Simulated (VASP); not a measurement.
Input:

```yaml
crystal:
  lattice:
    - [2.88905, 0.00000, 0.00000]
    - [0.00000, 2.88905, 0.00000]
    - [0.00000, 0.00000, 2.88905]
  atoms:
    - { symbol: V, position: [0.00000, 0.00000, 0.00000] }
    - { symbol: S, position: [0.50000, 0.50000, 0.50000] }
```

These are PBEsol GGA, VASP's PBE PAW potentials (set 64) (plane waves; VASP) values and carry that method's errors. Numerical set-up: 400 eV cut-off, 14×14×14 Γ-centred mesh, tetrahedra with Blöchl corrections, potentials V_sv S.

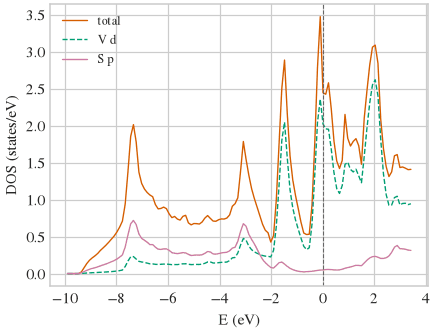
Figure. Total and projected density of states, zero at the Fermi level

Within 2 eV below the Fermi level the largest weight inside VASP's projection spheres is V d.

It has no gap at this level: it comes out as a metal or semimetal.

The structure was generated: VS was put into the CsCl type type (Pm-3m), which need not be its known phase. It was relaxed first, which changed the volume by -36 %. The run is not spin-polarised, so no magnetic state was tried. The electron count is odd and the run is not spin-polarised, which forces a metal.
